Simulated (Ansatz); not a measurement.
**Geometry relaxation of C5H13Al (charge +1)**

System: C5H13Al, charge +1, multiplicity 2.
Method: UKS PBE/aug-pcseg-2 (Ansatz 0.2.0).

The run did not end well. The geometry comes from this level: PBE0-D4/def2-TZVP.

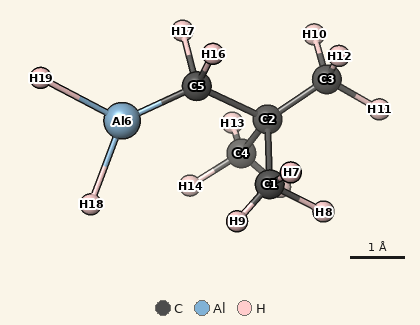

Fig. 1: The structure as given in the input (ball-and-stick view, seen at a tilt; atoms are numbered from 1 in the order of the input). Sticks mark near contacts. Bond lengths as drawn: Al–C 1.54 Å, Al–H 1.67 to 1.86 Å, C–C 1.34 to 1.68 Å and C–H 0.73 to 1.35 Å.

Outcome:

| quantity | value |
| --- | --- |
| outcome | stopped at the time limit |
| hardware | 4 threads of Arm Neoverse V2, 23 GiB of memory available, shared host |
| wall time | 93 s (CPU time 5.8 min) |
| peak memory | 2.1 GiB |

Diagnosis:

The input was spoiled on purpose: the optimiser is allowed too few steps. The run was cut off by its time limit, so the output is incomplete.

The input:
```yaml
crystal:
  periodic: [false, false, false]
  atoms:
    - {symbol: C, position_ang: [-0.543880, -1.338926, -0.028097]}
    - {symbol: C, position_ang: [0.497359, -0.175998, -0.272244]}
    - {symbol: C, position_ang: [1.760980, -0.600619, -0.157862]}
    - {symbol: C, position_ang: [-0.054080, 0.445234, -1.412995]}
    - {symbol: C, position_ang: [-0.104537, 0.622770, 1.071522]}
    - {symbol: Al, position_ang: [-1.523815, 1.197268, 1.245011]}
    - {symbol: H, position_ang: [-0.305810, -1.981167, 0.744550]}
    - {symbol: H, position_ang: [-0.130821, -2.008012, -0.995379]}
    - {symbol: H, position_ang: [-1.491854, -1.383327, -0.004762]}
    - {symbol: H, position_ang: [2.364585, 0.408846, -0.366731]}
    - {symbol: H, position_ang: [2.094998, -1.351856, -1.032291]}
    - {symbol: H, position_ang: [2.119806, -0.814315, 0.437098]}
    - {symbol: H, position_ang: [0.370011, 1.180359, -1.620071]}
    - {symbol: H, position_ang: [-1.132680, 0.794330, -1.422469]}
    - {symbol: H, position_ang: [0.064819, -0.145206, -2.274783]}
    - {symbol: H, position_ang: [0.374501, 0.307876, 1.936349]}
    - {symbol: H, position_ang: [0.623971, 1.757286, 0.955945]}
    - {symbol: H, position_ang: [-3.011711, 0.881832, 0.547547]}
    - {symbol: H, position_ang: [-2.107567, 2.287488, 2.629147]}
basis:
  gaussian: {orbitals: aug-pcseg-2, nuclear_model: gaussian}
total_charge: 1
magnetization: {spin_polarized: true, initial_magnetization: 1}
hamiltonian: {xc: {name: PBE}}
relax: {f_tol: 0.0001, max_steps: 3}
output: {forces: true}
```

Launched with:
```bash
ansatz run in.yaml --threads 4 --pin off --events-out ev --progress --plain --max-ram 11315MiB
```

What the program printed:
```
Functional definition: PBE
  name "PBE"
  cite "Perdew, Burke & Ernzerhof, Phys. Rev. Lett. 77, 3865 (1996) doi:10.1103/PhysRevLett.77.3865"
  parent pbe
  parameter kappa = 0.804
  parameter beta = 0.06672455060314922
  exchange = pbe_x(kappa = kappa, mu = beta*pi^2/3)
  correlation = pbe_c(beta = beta)
2129 factors; their error is unknown
mean field evaluation 1: about -11886.4427 eV, gradient 1.2e2 eV
mean field evaluation 2: about -10792.0515 eV, gradient 3.3e2 eV
mean field evaluation 4: about -11907.1308 eV, gradient 8.3e1 eV
mean field evaluation 8: about -11963.1449 eV, gradient 1.8e0 eV
mean field evaluation 16: about -11963.0944 eV, gradient 4.2e-1 eV
mean field evaluation 32: about -11959.7788 eV, gradient 1.0e1 eV
mean field -11963.09485148 eV, -439.6356269149 hartree, gradient 8.5e-5 eV, S^2 0.755631; 3 other end points of the search recorded, 0 dependent functions left out
the calculation of the forces begins
reference -11963.09492297 eV, -439.6356295420 hartree; 28, 27 occupied and 551, 552 virtual orbitals, 2129 factors
relax step   1: F+E_penalty+E_count = -11963.09485148 eV  Δ(F+E_penalty+E_count) = +0.000e0 eV  max|allowed force component| = 3.464e1 eV/Å  Δτ_max = 0.0000 Å  (124 SCF iters, accepted)
these checks for a lower state are left out or cut short: starts, cluster_reference, orbital_swaps, neighbouring_geometries, increment
2129 factors; their error is unknown
mean field evaluation 64: about -11971.8674 eV, gradient 4.3e-4 eV
Error: SIGTERM received: run cancelled behind 66 evaluations of the mean field
```
